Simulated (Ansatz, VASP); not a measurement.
## BiP: VASP beside Ansatz

Wanted: the spread between two codes on one cell, functional and k mesh. The cell is invented: As first built, before any earlier steps moved the atoms (in the runner's words): it takes the AlP structure with some of its atoms replaced by other elements, volume scaled by an estimate. It may not be a known or stable phase. The cell is taken from a series of VASP runs on this material, whose earlier steps may have relaxed, scaled or displaced it; both programs get it as it stands. Valence electrons are named where the data sets of a main pair hold unlike numbers.

Program: Ansatz 0.2.0. Level of theory: plane waves, with VASP 6.6.1 beside it; band structure at PBEsol, band structure at PBE, spin-orbit coupling and band structure at r2SCAN, spin-orbit coupling. Results are calculated unless marked as measured.

### Step 1. The starting structure

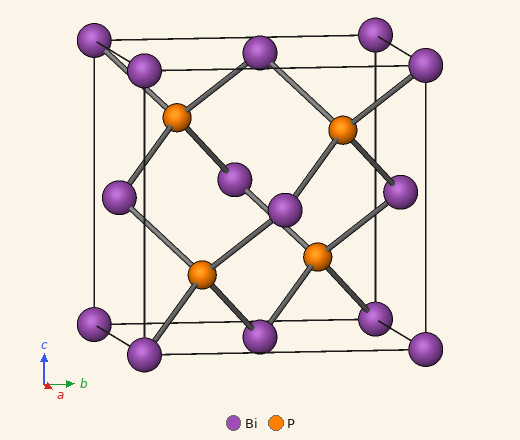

The starting structure, seen slightly off an axis (bismuth purple, phosphorus orange). This picture shows the conventional cell, with its axes. Bonds to atoms that aren't drawn are left out. Some periodic images of atoms are drawn too.

Coordinates:

```cif
data_structure
_symmetry_space_group_name_H-M 'F-43m'
_symmetry_Int_Tables_number 216
_cell_length_a 6.5003
_cell_length_b 6.5003
_cell_length_c 6.5003
_cell_angle_alpha 90.000
_cell_angle_beta 90.000
_cell_angle_gamma 90.000
_cell_volume 274.66
loop_
_atom_site_label
_atom_site_type_symbol
_atom_site_symmetry_multiplicity
_atom_site_Wyckoff_symbol
_atom_site_fract_x
_atom_site_fract_y
_atom_site_fract_z
_atom_site_occupancy
Bi1 Bi 4 a 0.00000 0.00000 0.00000 1
P1 P 4 d 0.25000 0.25000 0.75000 1
```

### Step 2. Ansatz: band structure, PBEsol

Ansatz runs on its default PAW (the set named soft_2) files.

A single point gives forces, pressure and levels at one fixed geometry, so differences don't come from the geometry; what else differs is listed under the comparison.

input.yaml

```yaml
crystal:
  lattice:
    - [0.0, 3.2501367134, 3.2501367134]
    - [3.2501367134, 0.0, 3.2501367134]
    - [3.2501367134, 3.2501367134, 0.0]
  atoms:
    - { symbol: Bi, position: [0.0, 0.0, 0.0] }
    - { symbol: P, position: [0.25, 0.25, 0.25] }
hamiltonian:
  xc: pbesol
  pseudopotentials: { kind: paw }
kpoints:
  mp_grid: { grid: [4, 4, 4] }
  band_path:
    path:
      - [0.0, 0.0, 0.0]
      - [0.16667, 0.0, 0.16667]
      - [0.33333, 0.0, 0.33333]
      - [0.5, 0.0, 0.5]
      - [0.5, 0.08333, 0.58333]
      - [0.5, 0.18333, 0.68333]
      - [0.5, 0.25, 0.75]
      - [0.45, 0.3, 0.75]
      - [0.40833, 0.34167, 0.75]
      - [0.35, 0.35, 0.7]
      - [0.225, 0.225, 0.45]
      - [0.075, 0.075, 0.15]
      - [0.03333, 0.03333, 0.03333]
      - [0.23333, 0.23333, 0.23333]
      - [0.4, 0.4, 0.4]
      - [0.51667, 0.46667, 0.51667]
      - [0.55833, 0.38333, 0.55833]
      - [0.60833, 0.28333, 0.60833]
      - [0.60833, 0.25, 0.64167]
      - [0.55833, 0.25, 0.69167]
      - [0.51667, 0.25, 0.73333]
      - [0.5, 0.3, 0.7]
      - [0.5, 0.38333, 0.61667]
      - [0.5, 0.48333, 0.51667]
      - [0.475, 0.475, 0.55]
      - [0.425, 0.425, 0.65]
      - [0.38333, 0.38333, 0.73333]
      - [0.59167, 0.18333, 0.59167]
      - [0.55, 0.1, 0.55]
      - [0.5, 0.0, 0.5]
    npoints: 1
scf:
  occupations: { method: gaussian, width: 0.02 }
  n_extra_bands: 7
output:
  forces: true
  stress: true
  eigenvalues: true
```

Run with:

```sh
$ ansatz run input.yaml --threads 2 --pin off --max-ram 4608MiB --backend cpu --events-out ev --progress --plain --runs-dir out
```

Numbers of over 12 decimals in the logs are rounded to 6 here.

The program printed:

```text
scf.n_extra_bands = 7 over 10 filled bands (N_el = 20.0): the run solves 17 bands
Engine: ansatz 0.2.0, aarch64-unknown-linux-gnu
Pseudopotentials: kind: paw
Pseudopotential: Bi, paw, valence charge 15, recommended cutoff 420 eV (normal), Bi.paw.azcp
Pseudopotential: P, paw, valence charge 5, recommended cutoff 420 eV (normal), P.paw.azcp
Functional definition: PBEsol
  exchange = pbesol_x
  correlation = pbesol_c
Crystal: 2 atoms, lattice volume = 68.665 Å³
Basis set: ecut = 420 eV, 1363 PW (Γ), exchange–correlation on 64×64×64 points (8 copies of the dense FFT grid, shifted against one another)
Bands: 17, of which v1, the nominal top of the filled ones, is band 10 counted from 1 (9 counted from 0)
Symmetry: 24 space group operations
Space group: F-43m (ITA 216), of the structure as read, at distance tolerance 4.1e-5 Å
k-points: 8 of 64 (time reversal used)
Non-local potential: Bi, projectors of the file, l = 0: 2, l = 1: 2, l = 2: 2, l = 3: 2
Non-local potential: P, projectors of the file, l = 0: 2, l = 1: 2, l = 2: 2
PAW form: soft (Blöchl's): semilocal exchange-correlation on the pseudo side does not see the compensation charge
PAW frozen core: Bi, regenerated for the run's functional, and the local potential with it (the file was generated under x = pbe(κ = 0.804, μ = 0.219515), c = pbe(β = 0.066725))
PAW frozen core: P, regenerated for the run's functional, and the local potential with it (the file was generated under x = pbe(κ = 0.804, μ = 0.219515), c = pbe(β = 0.066725))
PAW one-centre angular grid: Bi, 590 points (default); XC on 64 Gauss nodes
PAW one-centre angular grid: P, 110 points (default); XC on 64 Gauss nodes
Initial density: superposition of atomic densities (neutral atoms: chi_scale 0, normalization atom), corrected by the library's trained network
Initial wavefunctions: pseudopotential atomic-orbital guess
Functional: x = pbesol(κ = 0.804, μ = 0.123457), c = pbesol(β = 0.046)
SCF iter   1: F=—  HF=-12981.329207 eV  |F-HF|=—  |Δ(HF+E_count)|=         —  Δρ=4.12e-3  dr2=2.85e-2  ethr=1.77e-3  ⟨swp⟩=7.5  Hψ=832  notcnv=0
preconditioner: auto → LDOS  [insulator: Δε(μ)=0.531 eV  Ē_g=10.768 eV  σ=0.020 eV  W_gap=0.50  n_scr=14 (ndim 8)  ℏωp=14.2 eV  f_vac=0.029  D(μ)=5.29/eV (n_scr^D=58)  ε∞_Penn≈2.7  β→1.0]
SCF iter   2: F=—  HF=-12981.320271 eV  |F-HF|=—  |Δ(HF+E_count)|=   8.94e-3  Δρ=1.65e-3  dr2=4.52e-3  ethr=1.43e-4  ⟨swp⟩=2.4  Hψ=256  notcnv=0  defer=19
SCF iter   3: F=—  HF=-12981.321023 eV  |F-HF|=—  |Δ(HF+E_count)|=   7.52e-4  Δρ=6.48e-4  dr2=4.56e-4  ethr=2.26e-5  ⟨swp⟩=2.5  Hψ=185  notcnv=0  defer=19
SCF iter   4: F=—  HF=-12981.321215 eV  |F-HF|=—  |Δ(HF+E_count)|=   1.92e-4  Δρ=3.49e-4  dr2=1.33e-4  ethr=2.28e-6  ⟨swp⟩=2.0  Hψ=214  notcnv=0  defer=19
SCF iter   5: F=—  HF=-12981.321225 eV  |F-HF|=—  |Δ(HF+E_count)|=   9.67e-6  Δρ=9.07e-5  dr2=6.53e-6  ethr=6.63e-7  ⟨swp⟩=2.0  Hψ=195  notcnv=0  defer=19
SCF iter   6: F=—  HF=-12981.321242 eV  |F-HF|=—  |Δ(HF+E_count)|=   1.75e-5  Δρ=1.92e-5  dr2=2.58e-7  ethr=3.27e-8  ⟨swp⟩=2.0  Hψ=198  notcnv=0  defer=19
SCF iter   7: F=-12981.321243 eV  HF=-12981.321243 eV  |F-HF|=8.04e-10  |Δ(HF+E_count)|=   5.73e-7  Δρ=2.86e-6  dr2=7.58e-9  ethr=5.00e-10  ⟨swp⟩=10.4  Hψ=723  notcnv=0
SCF 1 converged in 7 iterations: F = -12981.321243 eV  dr2 = 7.58e-9
  greatest PAW one-centre occupation: 0.988 electrons in one spin orbital (limit 2), on the Bi atom at site 0 (counted from 0), in its partial waves of l = 2
NSCF: frozen V_eff on 30 k-points
SCF converged after 7 iterations
Free energy (F): -12981.321243 eV
Harris-Foulkes:  -12981.321243 eV  (|F-HF|=8.04e-10)
Internal energy: -12981.320185 eV  (E = F + TS)
E sigma→0 (E₀):  -12981.320714 eV
Entropy (-TS):   -0.001058 eV (-0.529 meV/atom)
Fermi energy:    5.964216 eV
--- Per-component energies (eV) ---
  E_band       = -164.079303
  E_kinetic    = 368.122514
  E_local      = -1909.761265  (includes V_loc(G=0)·N_el)
  E_nonlocal   = 596.752449
  E_hartree    = 638.703001
  E_xc         = -209.178882
  E_vxc        = -201.982049  (∫ρ·V_xc dr)
  E_paw        = -11063.288082  (= ΣΔE_a)
  E_vpaw       = -294.617620  (= ΣTr[D̂ρ^β])
  E_aug_tail   = -0.000458  (compensation charges beyond the density's cutoff)
  E_ewald      = -1402.805310
  E_core_change = 0.135848  (= ΣΔE_core)
  E_smearing   = -0.001058  (= −TS)
  E_closure    = 0.000000  (closes the sum)
  Σ components = -12981.321243   (vs F -12981.321243, Δ=0.00e0)
--- Forces (eV/Å), atoms counted from 1 ---
  atom   1  Bi    -0.00000000    -0.00000000    -0.00000000
  atom   2  P      0.00000000     0.00000000     0.00000000
  max |Σ_I F_I| component: 7.40e-16 eV/Å
--- Stress (GPa, compression-positive) ---
       -2.768019      -0.000000      -0.000000
        0.000000      -2.768019       0.000000
       -0.000000       0.000000      -2.768019
  P = ⅓ Tr σ = -2.7680 GPa (-27.680 kbar)
--- Band table (eV; the first three rows and the last of 8) ---
  k-point 0: bands = [... 6 lower, -0.1511, 4.3202, 4.3202, 4.3202, 6.9557, 6.9557, 6.9557, 10.1591, ... 3 higher]
  k-point 1: bands = [... 6 lower, -1.4988, 3.8279, 3.8279, 3.9594, 7.6552, 7.6552, 8.0062, 11.8077, ... 3 higher]
  k-point 2: bands = [... 6 lower, -2.8834, 3.4832, 3.4832, 3.5439, 8.0297, 8.0297, 10.0305, 12.0764, ... 3 higher]
  k-point 7: bands = [... 6 lower, -3.8240, 2.1296, 2.2026, 6.4088, 7.5364, 8.4286, 9.6086, 11.9524, ... 3 higher]
```

The job ended after 1.8 s (2 threads of Arm Neoverse V2, shared host; peak memory 0.3 GiB).

Reading the cycles: dr2 is the Hartree energy of the density residual (eV), the measure of convergence; HF is the Harris–Foulkes estimate of the energy, which meets the free energy F at convergence.

### Step 3. VASP: band structure, PBEsol

The same cell, functional, mesh and smearing now go to VASP, with its own data sets.

Lines of VASP's logs that name or quote its potential files are left out, and so is its time.

INCAR

```
SYSTEM = BiP
PREC = Accurate
ENCUT = 400
EDIFF = 1E-06
NELM = 100
ISMEAR = 0
SIGMA = 0.02
LREAL = .FALSE.
ALGO = Normal
GGA = PS
NBANDS = 22
LORBIT = 11
LWAVE = .FALSE.
LCHARG = .FALSE.
KPAR = 4
```

POSCAR

```
BiP
1.0
    0.0000000000      3.2501367134      3.2501367134
    3.2501367134      0.0000000000      3.2501367134
    3.2501367134      3.2501367134      0.0000000000
Bi P
1 1
Direct
    0.0000000000      0.0000000000      0.0000000000
    0.2500000000      0.2500000000      0.2500000000
```

KPOINTS

```
Automatic mesh
0
Gamma
4 4 4
0 0 0
```

KPOINTS_OPT

```
Line mode
16
Line-mode
Reciprocal
  0.00000000   0.00000000   0.00000000 GAMMA
  0.50000000   0.00000000   0.50000000 X

  0.50000000   0.00000000   0.50000000 X
  0.50000000   0.25000000   0.75000000 W

  0.50000000   0.25000000   0.75000000 W
  0.37500000   0.37500000   0.75000000 K

  0.37500000   0.37500000   0.75000000 K
  0.00000000   0.00000000   0.00000000 GAMMA

  0.00000000   0.00000000   0.00000000 GAMMA
  0.50000000   0.50000000   0.50000000 L

  0.50000000   0.50000000   0.50000000 L
  0.62500000   0.25000000   0.62500000 U

  0.62500000   0.25000000   0.62500000 U
  0.50000000   0.25000000   0.75000000 W

  0.50000000   0.25000000   0.75000000 W
  0.50000000   0.50000000   0.50000000 L

  0.50000000   0.50000000   0.50000000 L
  0.37500000   0.37500000   0.75000000 K

  0.62500000   0.25000000   0.62500000 U
  0.50000000   0.00000000   0.50000000 X
```

Potentials, in the order of the species: Bi_d and P (PBE family, release 64).

Run with:

```sh
$ mpirun -np 4 vasp_std
```

The program printed:

```text
[banner, memory and clock lines left out]
running    4 mpi-ranks, on    1 nodes
 distrk:  each k-point on    1 cores,    4 groups
 distr:  one band on    1 cores,    1 groups

 POSCAR found type information on POSCAR BiP
 POSCAR found :  2 types and       2 ions
|                                                                             |
|               ----> ADVICE to this user running VASP <----                  |
|                                                                             |
|     You enforced a specific xc type in the INCAR file but a different       |
|     [... a line on the potential file left out ...]
|     I HOPE YOU KNOW WHAT YOU ARE DOING!                                     |
|                                                                             |

 LDA part: xc-table for (Slater+PW92), standard interpolation
 POSCAR, INCAR and KPOINTS ok, starting setup
 FFT: planning ... GRIDC
 FFT: planning ... GRID_SOFT
 FFT: planning ... GRID
 WAVECAR not read
 entering main loop
       N       E                     dE             d eps       ncg     rms          rms(c)
DAV:   1     0.144241394191E+03    0.14424E+03   -0.80572E+03   360   0.710E+02
DAV:   2     0.202067459494E+01   -0.14222E+03   -0.13671E+03   396   0.240E+02
DAV:   3    -0.932888489157E+01   -0.11350E+02   -0.11293E+02   430   0.721E+01
DAV:   4    -0.960704221943E+01   -0.27816E+00   -0.27799E+00   432   0.126E+01
DAV:   5    -0.961838414006E+01   -0.11342E-01   -0.11341E-01   510   0.229E+00    0.321E+00
DAV:   6    -0.934350218649E+01    0.27488E+00   -0.10519E+00   574   0.405E+00    0.198E+00
DAV:   7    -0.934154562777E+01    0.19566E-02   -0.64004E-02   424   0.109E+00    0.114E+00
DAV:   8    -0.933802838344E+01    0.35172E-02   -0.11684E-02   442   0.593E-01    0.153E-01
DAV:   9    -0.933764741141E+01    0.38097E-03   -0.20782E-03   526   0.233E-01    0.935E-02
DAV:  10    -0.933773290084E+01   -0.85489E-04   -0.35980E-04   430   0.103E-01    0.522E-02
DAV:  11    -0.933770046498E+01    0.32436E-04   -0.11119E-04   484   0.654E-02    0.656E-03
DAV:  12    -0.933770151331E+01   -0.10483E-05   -0.95969E-06   430   0.155E-02    0.300E-03
DAV:  13    -0.933770157361E+01   -0.60303E-07   -0.25893E-07   328   0.260E-03
   1 F= -.93377016E+01 E0= -.93371726E+01  d E =-.105786E-02
 Start KPOINTS_OPT (optional k-point list driver)
k-point batch [1-8\160]
       N       E                     dE             ncg
DAV:   1    -0.278892159916E+03   -0.92921E+03      360
DAV:   2    -0.149198542913E+04   -0.12131E+04      400
DAV:   3    -0.159009322691E+04   -0.98108E+02      406
DAV:   4    -0.159264600193E+04   -0.25528E+01      456
DAV:   5    -0.159274843232E+04   -0.10243E+00      468
DAV:   6    -0.159275195183E+04   -0.35195E-02      496
DAV:   7    -0.159275203973E+04   -0.87901E-04      484
DAV:   8    -0.159275204257E+04   -0.28346E-05      360
DAV:   9    -0.159275204268E+04   -0.10815E-06      290
[...]
k-point batch [153-160\160]
       N       E                     dE             ncg
DAV:   1    -0.432728335755E+03   -0.49628E+04      352
DAV:   2    -0.155277871251E+04   -0.11201E+04      378
DAV:   3    -0.164475127515E+04   -0.91973E+02      428
DAV:   4    -0.164715826160E+04   -0.24070E+01      432
DAV:   5    -0.164725686990E+04   -0.98608E-01      524
DAV:   6    -0.164725974693E+04   -0.28770E-02      476
DAV:   7    -0.164725977793E+04   -0.31001E-04      524
DAV:   8    -0.164725977832E+04   -0.38879E-06      332
```

OUTCAR, selected parts (step 3):

```text
ion  position               nearest neighbor table
   1  0.000  0.000  0.000-   2 2.81   2 2.81   2 2.81   2 2.81
   2  0.250  0.250  0.250-   1 2.81   1 2.81   1 2.81   1 2.81

  LATTYP: Found a face centered cubic cell.
 ALAT       =     6.5002734268

 Subroutine GETGRP returns: Found 24 space group operations
 (whereof 24 operations were pure point group operations)

The static configuration has the point symmetry T_d .

 Found      8 irreducible k-points:

   k-points           NKPTS =      8   k-points in BZ     NKDIM =      8   number of bands    NBANDS=     22

   dimension x,y,z NGX =    30 NGY =   30 NGZ =   30
   dimension x,y,z NGXF=    60 NGYF=   60 NGZF=   60

   ENCUT  =  400.0 eV  29.40 Ry    5.42 a.u.   7.50  7.50  7.50*2*pi/ulx,y,z

   NELECT =      20.0000    total number of electrons

 k-points in reciprocal lattice and weights: Automatic mesh
   0.00000000  0.00000000  0.00000000       0.016
   0.25000000  0.00000000  0.00000000       0.125
   0.50000000  0.00000000  0.00000000       0.062
   0.25000000  0.25000000  0.00000000       0.094
   0.50000000  0.25000000  0.00000000       0.375
  -0.25000000  0.25000000  0.00000000       0.188
   0.50000000  0.50000000  0.00000000       0.047
  -0.25000000  0.50000000  0.25000000       0.094

 average (electrostatic) potential at core
       1-106.8285       2 -84.5455

 E-fermi :   3.9380

 k-point     1 :       0.0000    0.0000    0.0000
  band No.  band energies     occupation
    ...
      6      -8.8969      2.00000
      7      -2.1852      2.00000
      8       2.2955      2.00000
      9       2.2955      2.00000
     10       2.2955      2.00000
     11       4.9296      0.00000
     12       4.9296      0.00000
     13       4.9296      0.00000
     14       8.1291      0.00000
     15      11.3541      0.00000
    ...

 k-point     2 :       0.2500    0.0000    0.0000
  band No.  band energies     occupation
    ...
      6      -8.4409      2.00000
      7      -3.5309      2.00000
      8       1.8025      2.00000
      9       1.8025      2.00000
     10       1.9315      2.00000
     11       5.6299      0.00000
     12       5.6299      0.00000
     13       5.9815      0.00000
     14       9.7810      0.00000
     15      10.5784      0.00000
    ...

 k-point     3 :       0.5000    0.0000    0.0000
  band No.  band energies     occupation
    ...
      6      -7.7337      2.00000
      7      -4.9134      2.00000
      8       1.4575      2.00000
      9       1.4575      2.00000
     10       1.5149      2.00000
     11       6.0051      0.00000
     12       6.0051      0.00000
     13       8.0059      0.00000
     14      10.0513      0.00000
     15      11.3709      0.00000
    ...

  Total       -1.1972876     -1.1972876     -1.1972876      0.0000000     -0.0000000     -0.0000000
  in kB      -27.9366406    -27.9366406    -27.9366406      0.0000000     -0.0000000     -0.0000000
  external PRESSURE =     -27.9366406 kB  Pullay stress =       0.0000000 kB

  energy-cutoff  :      400.00
  volume of cell :       68.66
      direct lattice vectors                 reciprocal lattice vectors
     0.000000000  3.250136713  3.250136713    -0.153839682  0.153839682  0.153839682
     3.250136713  0.000000000  3.250136713     0.153839682 -0.153839682  0.153839682
     3.250136713  3.250136713  0.000000000     0.153839682  0.153839682 -0.153839682

 POSITION                                       TOTAL-FORCE (eV/Angst)
 -----------------------------------------------------------------------------------
      0.00000      0.00000      0.00000         0.000000      0.000000      0.000000
      1.62507      1.62507      1.62507        -0.000000     -0.000000     -0.000000
 -----------------------------------------------------------------------------------
    total drift:                                0.000000      0.000000      0.000000

  FREE ENERGIE OF THE ION-ELECTRON SYSTEM (eV)
  ---------------------------------------------------
  free  energy   TOTEN  =        -9.3377015736 eV

  energy  without entropy=       -9.3366437181  energy(sigma->0) =       -9.33717265

 total charge
# of ion       s       p       d       tot
------------------------------------------
    1        1.572   1.198   9.933  12.702
    2        1.113   1.295   0.000   2.408
--------------------------------------------------
tot          2.685   2.493   9.933  15.111

[... 3 further parts left out ...]
```

The k-mesh is coarse for a metal. Spin-orbit coupling is off here; with elements this heavy it splits and shifts levels by tenths of an eV or more. The PAW data sets were made with PBE, which is usual practice but a small mismatch for other functionals. At this level the cell is under a tension of 2.8 GPa, so at these settings it is away from equilibrium.

### Step 4. Side by side

Known differences besides the potentials themselves: the cutoff is 420 eV in Ansatz and 400 eV in VASP; Ansatz makes its cores anew for this functional, VASP keeps those of its PBE data sets; VASP leaves aspherical gradient terms in its spheres out (LASPH is not set), Ansatz keeps them. Total energies have different zeros and are not compared.

Compared:

```csv
quantity,Ansatz,VASP,difference
pressure (GPa),-2.77,-2.79,+0.03
```

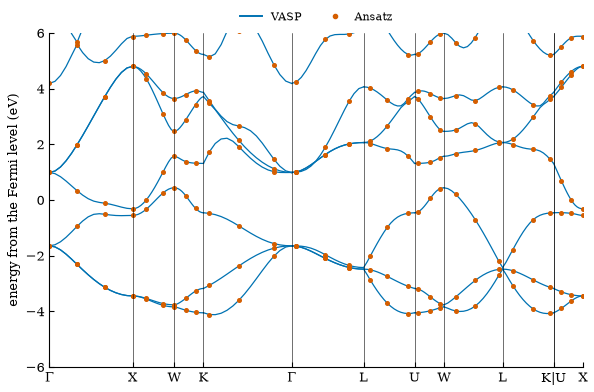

Bands from VASP (lines) and levels from Ansatz (dots). Dots without a line are higher empty bands that the VASP plot leaves out.

Levels from 3 eV below to 2 eV above the Fermi level differ by 1 meV r.m.s. and 3 meV at most; each VASP level is matched to the nearest of Ansatz, which flatters the figure a little. Ansatz's pressure holds a Pulay correction of 0.02 GPa; VASP's holds none.

(Continued in part 2 of 2.)

[Lines on the potential files, build, host, timing and source positions are cut from VASP's logs without a mark.]

[Logs are printed without paths, hosts, clocks, repeated set-up lines and the standing remarks that a program may print on its own settings, such as how far it seeks lower states.]

[Hosts, paths, dates, database ids (printed as entryN), source tags and the programs' standing remarks are cut or masked in the printed files.]
